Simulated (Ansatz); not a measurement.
Input

```
crystal:
  periodic: [false, false, false]
  atoms:
    - {symbol: Cl, position_ang: [-0.050319, -0.113477, -2.478521]}
    - {symbol: Mo, position_ang: [0.215568, -0.554728, -0.255431]}
    - {symbol: N, position_ang: [-0.882308, 0.613905, 0.781440]}
    - {symbol: O, position_ang: [1.808054, -0.303561, 0.185290]}
    - {symbol: O, position_ang: [-0.244624, -2.128412, 0.068715]}
    - {symbol: H, position_ang: [-0.548729, 1.478546, 1.201889]}
    - {symbol: H, position_ang: [-1.804470, 0.362089, 1.130532]}
basis:
  gaussian: {orbitals: def2-TZVPD}
hamiltonian: {xc: pbe0}
output: {forces: true, orbitals: {seedname: orbitals}}
```

Run with:

```sh
ansatz run input.yaml --threads 2 --pin off --max-ram 5220MiB --events-out events.jsonl --progress --plain --runs-dir runs
```

Geometry: PBE0-D4/def2-SVP; core potentials replace the inner electrons of Mo.

Theory: Ansatz 0.2.0, isolated molecule in a Gaussian basis; Kohn-Sham density functional theory, functional PBE0.

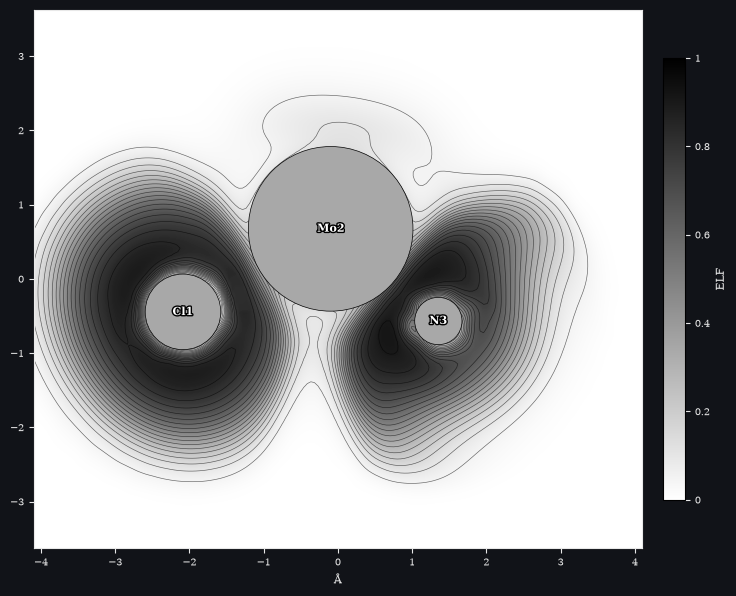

ClH2MoNO2 (SMILES [NH2][Mo](=[O])(=[O])[Cl]). Electron localisation function on the plane of atoms Cl1, Mo2 and N3. Grey discs cover the atomic cores.

Question: What do the fields say about this system?

Answer: The section cuts through Cl, Mo and N sites.
Mo–N (1.91 Å): the ELF peaks at about 0.85 in the valence shell of N, 0.6 Å from its nucleus, and is about 0.35 at the midpoint.
Mo–Cl (2.28 Å): the ELF peaks at about 0.85 in the valence shell of Cl, 0.9 Å from its nucleus, and is about 0.40 at the midpoint.
